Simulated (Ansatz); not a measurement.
Consider Si in the diamond structure (space group Fd-3m, No. 227; a = 5.444 Å). Axes: x, y, z lie along the cube axes.

Modification: strain tensor (xx, yy, zz, yz, xz, xy) = (+0.24, −0.67, +0.26, +0.71, +1.31, +0.44) %, atoms relaxed at fixed cell.

Method: r2SCAN in Ansatz (plane waves to 500 eV, PAW, no SOC).

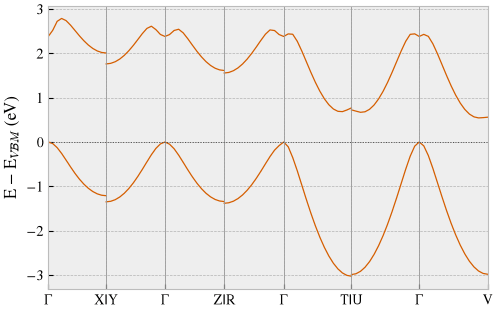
Highest valence and lowest conduction band along the path of the changed cell's own zone

Question: Read the changed gap and its character from the plot.

Answer: About 0.5 eV, indirect, Γ → Γ–V (87 % along).

Whether these cells are dynamically stable was not tested. k-point labels follow each cell's own Brillouin zone.

Ansatz is a program for electronic structure.
